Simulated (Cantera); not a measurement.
Input: 1 mol Al(CH₃)₃, 3.5 mol N₂, 340 mol H₂, at 13.3 mbar.

Method: chemical equilibrium by Gibbs-energy minimisation in Cantera with the NASA 1993 tables (ideal gas, pure condensed phases). Candidate condensed phases: Al, AlN, C, C₆H₆, C₇H₈, C₈H₁₈; 97 gas species. The feed counts by its element totals alone. Equilibrium is a limit: real reactors are often held back by kinetics, nucleation or transport.

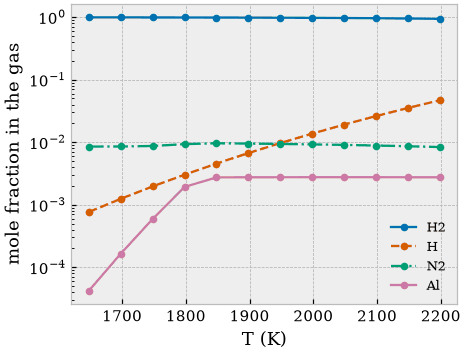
Figure: Equilibrium gas composition (values under 1e-9 drawn at 1e-9)

Task: Read off the mole fractions at 2148 K.

Result: H₂ about 0.95, H about 0.035, N₂ about 0.0086, Al about 0.0028.
